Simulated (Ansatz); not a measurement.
The calculation's input:

```
crystal:
  periodic: [false, false, false]
  atoms:
    - {symbol: Si, position_ang: [-1.309383, -1.289956, 0.073074]}
    - {symbol: C, position_ang: [1.034887, 1.071130, -0.038420]}
    - {symbol: S, position_ang: [-0.579277, -2.893695, -0.735280]}
    - {symbol: H, position_ang: [1.196432, 0.172561, -0.636029]}
    - {symbol: H, position_ang: [-2.128771, -0.275824, -0.637504]}
    - {symbol: H, position_ang: [-1.174196, -0.917273, 1.503592]}
    - {symbol: H, position_ang: [0.023279, 1.451607, -0.190677]}
    - {symbol: H, position_ang: [1.192383, 0.845996, 1.015891]}
    - {symbol: H, position_ang: [1.744446, 1.835453, -0.354747]}
basis:
  gaussian: {orbitals: def2-TZVPP}
hamiltonian: {xc: pbe0, dispersion: d4}
output: {orbitals: {seedname: orbitals}}
```

Command:

```sh
ansatz run in.yaml --threads 2 --pin off --events-out ev --progress --plain --max-ram 4352MiB
```

The product side of a reaction path; geometry: PBE0-D4/def2-TZVP.

The calculation used RKS PBE0-D4/def2-TZVPP in Ansatz.

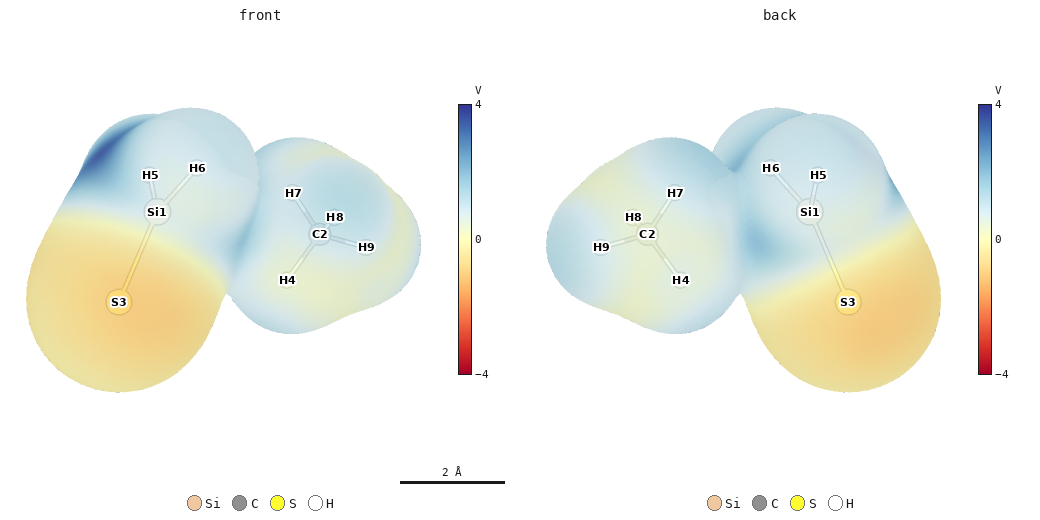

H2SSi···CH4. The molecular electrostatic potential painted on the density surface at 0.004 e/bohr³, seen from the front and from behind; the colour scale runs from red (negative) to blue (positive).

Q: Which sites attract a positive test charge, and which a negative one?

A: A positive charge is drawn to the negative regions and a negative charge to the positive ones. The most negative region (about −1.1 V) lies over S3, the most positive (about +3.3 V) over Si1.
